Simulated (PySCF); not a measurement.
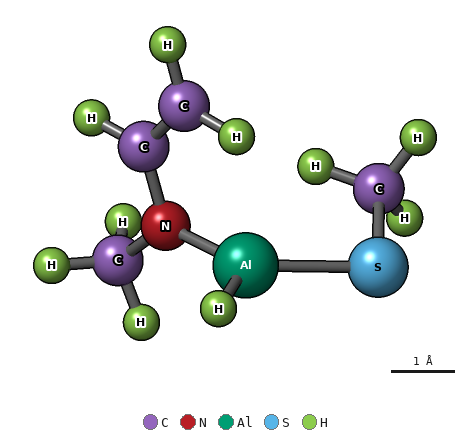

Figure 1. The structure (ball-and-stick view, seen at a tilt). Sticks mark near contacts.

## Excited-state calculation of C$_{4}$H$_{10}$AlNS

- system: C$_{4}$H$_{10}$AlNS, SMILES C=C[N](C)[AlH][S]C
- method: TDDFT PBE0/def2-SVPD, vertical, gas phase, core orbitals frozen in the response (PySCF 2.14.0)

The geometry comes from this level: GFN2-xTB. It belongs to a series of runs on one base structure; here: H on N replaced by vinyl.

## What the program printed
```
coarse grid: 14856 points
cycle   1  E = -852.8469377294  dE =  5.414e-01  |g| = 4.156e-01  |ddm| = 6.791e+00
cycle   2  E = -852.8423743563  dE =  4.563e-03  |g| = 4.507e-01  |ddm| = 1.760e+00
cycle   3  E = -852.8956410342  dE = -5.327e-02  |g| = 5.361e-02  |ddm| = 7.817e-01
cycle   4  E = -852.8961419675  dE = -5.009e-04  |g| = 2.784e-02  |ddm| = 1.103e-01
cycle   5  E = -852.8963014670  dE = -1.595e-04  |g| = 9.533e-03  |ddm| = 5.571e-02
cycle   6  E = -852.8963235151  dE = -2.205e-05  |g| = 3.087e-03  |ddm| = 1.739e-02
cycle   7  E = -852.8963259651  dE = -2.450e-06  |g| = 6.114e-04  |ddm| = 5.520e-03
final grid: 133184 points
cycle   8  E = -852.9930315703  dE = -2.746e-05  |g| = 9.094e-03  |ddm| = 1.350e-01
cycle   9  E = -852.9930155463  dE =  1.602e-05  |g| = 1.188e-02  |ddm| = 2.857e-02
cycle  10  E = -852.9930529979  dE = -3.745e-05  |g| = 1.747e-03  |ddm| = 1.701e-02
cycle  11  E = -852.9930537383  dE = -7.404e-07  |g| = 2.792e-04  |ddm| = 2.806e-03
cycle  12  E = -852.9930537583  dE = -1.999e-08  |g| = 1.101e-04  |ddm| = 6.938e-04
cycle  13  E = -852.9930537616  dE = -3.316e-09  |g| = 2.237e-05  |ddm| = 2.236e-04
cycle  14  E = -852.9930537617  dE = -1.501e-10  |g| = 5.487e-06  |ddm| = 7.383e-05
```

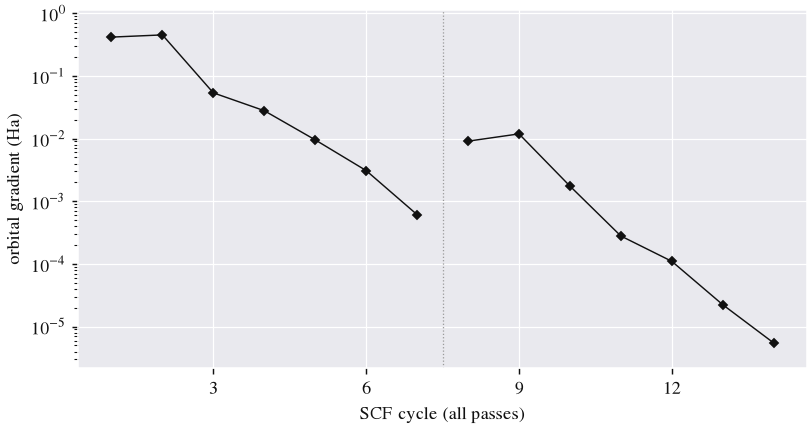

Figure 2. Convergence of the self-consistent field: orbital gradient against the SCF cycle. The dotted line marks the change from a coarse to the final integration grid. The first 7 cycles use a coarse grid, the final grid takes over at cycle 8, and the field converges after 14 cycles in all.

```
converged SCF energy = -852.9930537617

Static polarisability (au): isotropic 105.330, principal 97.949 106.109 111.933

Singlet excitations
state   eV       nm        f      main configurations
  1   3.9449    314.3   0.00341   H->L 0.98
  2   4.8623    255.0   0.01001   H->L+1 0.94
  3   5.2548    235.9   0.03701   H->L+2 0.69, H-1->L 0.21
  4   5.3169    233.2   0.07018   H-1->L 0.65, H->L+2 0.22
  5   5.5467    223.5   0.04631   H->L+3 0.79
  6   5.7164    216.9   0.02160   H->L+4 0.73, H-1->L+1 0.12
  7   5.7693    214.9   0.08101   H-1->L+1 0.62, H->L+4 0.15
  8   6.0092    206.3   0.00756   H-2->L 0.88

Triplet excitations (Tamm-Dancoff, eV): 3.7184 3.8331 4.5569
```

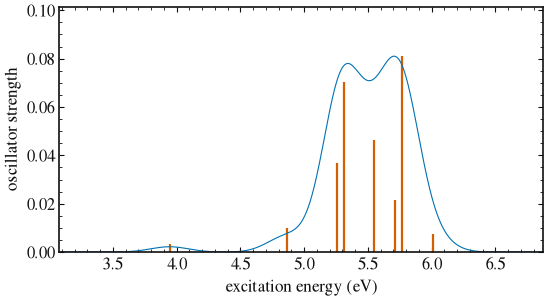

Figure 3. Computed excitations as sticks (degenerate states added up, dark ones marked on the axis), with a Gaussian envelope of 0.35 eV full width at half maximum, scaled to the tallest. Of the 8 states the lowest lies at 3.94 eV (f = 0.003); the strongest line is at 5.77 eV, or 215 nm (f = 0.081).

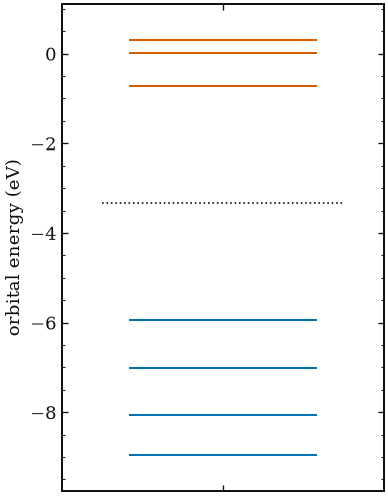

Figure 4. Orbital energies near the frontier; the dotted line parts filled from empty levels, and levels within 0.02 eV of each other stand side by side. Highest filled −5.95 eV, lowest empty −0.72 eV, 5.23 eV apart.

This output came from the following input.

## Input file
```
{"job": {"kind": "uv", "xc": "PBE0", "basis": "def2-SVPD", "nstates": 8, "ntriplets": 3}, "charge": 0, "multiplicity": 1}
C     -0.959981     1.376670     1.321359
C     -1.366749     0.770383     0.207379
N     -0.869427    -0.450167    -0.198984
C     -1.372154    -0.955553    -1.466145
Al     0.199387    -1.110494     1.127188
S      2.394805    -1.006677     0.981933
C      2.601951     0.345006    -0.253063
H     -1.338037     2.323362     1.653075
H     -0.209198     0.888147     1.953567
H     -2.107676     1.232441    -0.437062
H     -2.455796    -1.101728    -1.433082
H     -1.139756    -0.268838    -2.286676
H     -0.898856    -1.915421    -1.670606
H     -0.444151    -1.914395     2.251565
H      1.634042     0.672670    -0.629516
H      3.209722    -0.042309    -1.064281
H      3.114876     1.168931     0.232362
```

The first line tells a small driver script what to run in PySCF; the rest is the geometry in Å.

Launched with:
```bash
OMP_NUM_THREADS=1 python <driver script> task.json out
```

## Key numbers

| quantity | value |
| --- | --- |
| outcome | converged |
| total energy | −852.993054 hartree |
| HOMO | −5.95 eV |
| LUMO | −0.72 eV |
| dipole moment | 2.67 D |
| mean polarisability | 105.33 a.u. |
| lowest singlet excitation | 3.94 eV |
| hardware | 1 CPU thread, shared host |
| wall time | 45 s |
| peak memory | 1 GiB |
